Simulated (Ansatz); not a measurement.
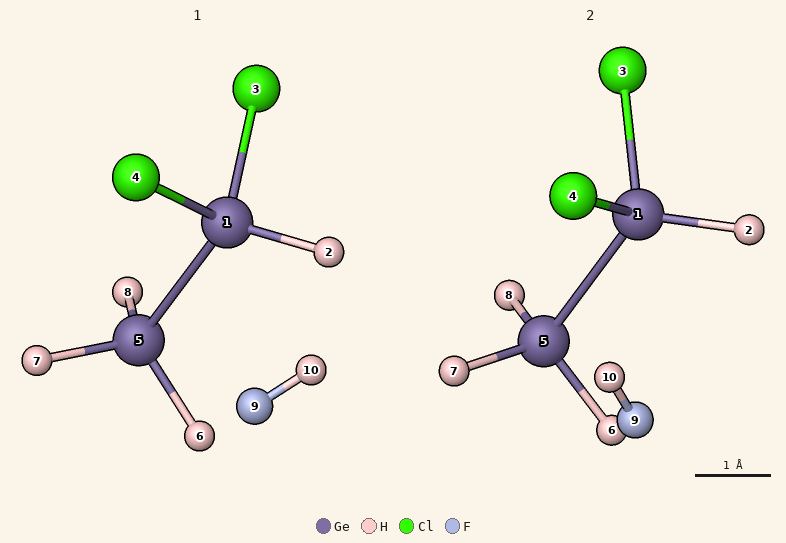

Two geometries of Ge$_{2}$H$_{5}$Cl$_{2}$F, drawn at one scale. One is the start of a relaxation, the other its converged end. A ball-and-stick model, seen from a free direction.

All numbers below come from RHF/def2-SVP in Ansatz 0.2.0. (no spin polarisation; force threshold 0.03 eV/Å; at most 50 steps)

Q: Which geometry has the lower energy?

A: Structure 2 is the relaxed one. The run prepares an end point of a later path (reaction) calculation, from a guessed geometry. The energy falls by 0.284 eV in 18 accepted moves (21 points after the start). Largest force component: 0.49 eV/Å at the start, 0.012 eV/Å at the end. The line search rejected the trial steps at points 2, 10, 17 of the run. The largest move after the best rigid fit is that of H10, 1.36 Å. Largest moves by element: H 1.36 Å, Cl 0.66 Å, Ge 0.34 Å, F 0.25 Å. Among the contacts that change: Ge1–Cl4 2.162 → 2.197 Å, Ge1–H2 1.543 → 1.522 Å. Bond angles that change, for instance: Cl3–Ge1–Ge5 108.0° → 110.3°, Cl4–Ge1–Ge5 111.3° → 109.1°. The run took 48 s on 4 threads of Arm Neoverse V1, on a shared host, peak memory 0.41 GiB.

Limits of the set-up: Hartree-Fock leaves out electron correlation.
